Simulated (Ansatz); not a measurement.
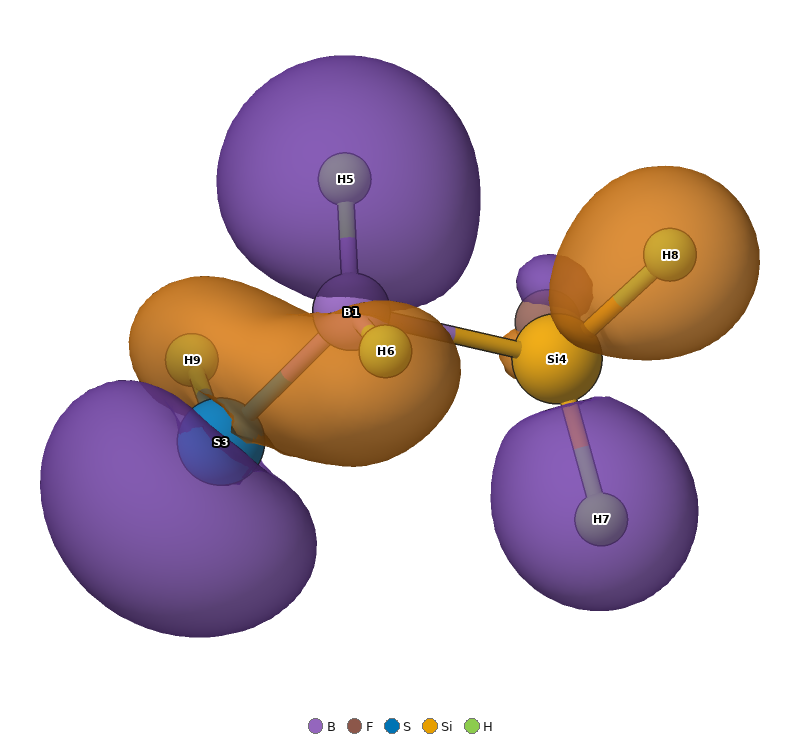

*BFH₅SSi (doublet). The HOMO−1 (β) at ±0.08 Å⁻³ᐟ² (orange and purple are the two phases), seen from one side.*

Geometry: PBE0-D3(BJ)/def2-SVP.

Computed with isolated molecule in a Gaussian basis; Kohn-Sham density functional theory, functional PBE0 in Ansatz.

```yaml
atoms:
  - { symbol: B, position_ang: [-0.2523, 1.0235, 1.0534] }
  - { symbol: F, position_ang: [1.4353, -1.4206, 0.3887] }
  - { symbol: S, position_ang: [0.4718, 1.8667, -0.3978] }
  - { symbol: Si, position_ang: [-0.1262, -0.9925, 0.5648] }
  - { symbol: H, position_ang: [0.4042, 0.9811, 2.0755] }
  - { symbol: H, position_ang: [-1.4668, 1.0957, 1.0849] }
  - { symbol: H, position_ang: [-0.8333, -1.3104, -0.7067] }
  - { symbol: H, position_ang: [-0.6832, -1.7553, 1.7192] }
  - { symbol: H, position_ang: [1.7782, 1.7571, -0.0661] }
```

**What is the character of this orbital?**

It lies mainly on S3 (about 35 %), B1 (about 20 %), H5 (about 20 %) and Si4 (about 10 %). Its energy is −9.14 eV.
